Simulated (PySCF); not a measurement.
CsZn (charge +1)

```xyz
2

Cs    0.0000    0.0000   -1.2595
Zn    0.0000    0.0000    2.6185
```

Core potentials replace the inner electrons of Cs.

All numbers below come from PBE0/def2-SVPD, non-relativistic Hamiltonian with scalar-relativistic core potentials where named, at a bond length of 3.878 Å in PySCF.

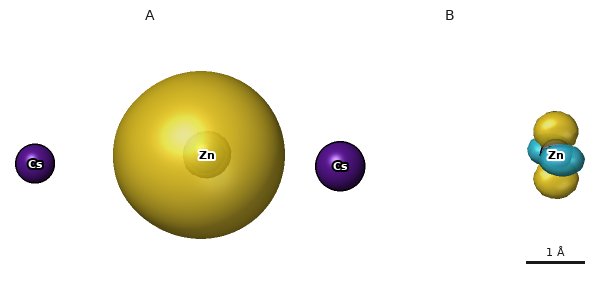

Figure 1. Two frontier orbitals, each drawn at the value that holds 80 % of its norm (yellow and cyan are the two phases), in no order; of a degenerate pair one member is drawn.

Q: Label each orbital by symmetry, say whether it is occupied, and order them by energy.

A: Orbital B: δ, occupied, −16.39 eV; almost wholly on Zn.
Orbital A: σ, occupied, −10.09 eV; mainly on Zn (90 %).

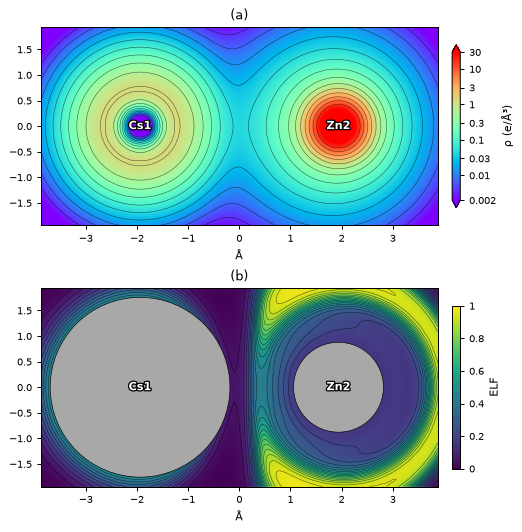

Figure 2. (a) electron density; (b) ELF on a plane that holds the molecular axis. Grey discs cover the atomic cores in the ELF map.

Q: Describe what can be read from this map.

A: The section cuts through Cs and Zn sites. Cs–Zn (3.88 Å): the density is about 0.04 e/Å³ at the midpoint; the ELF is about 0.05 at the midpoint.

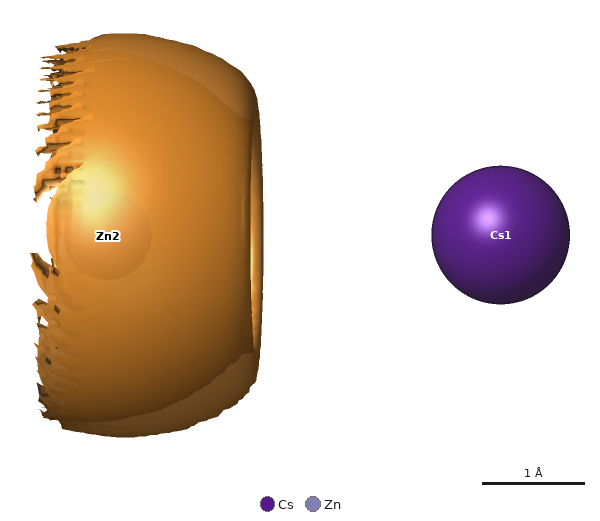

Figure 3. Isosurface of the electron localisation function at 0.75 (orange), seen from one side. Core shells and regions of very low density are left out.

Q: Where are the electrons localised?

A: At this value the surface marks out one region wrapped around Zn (its valence shell).
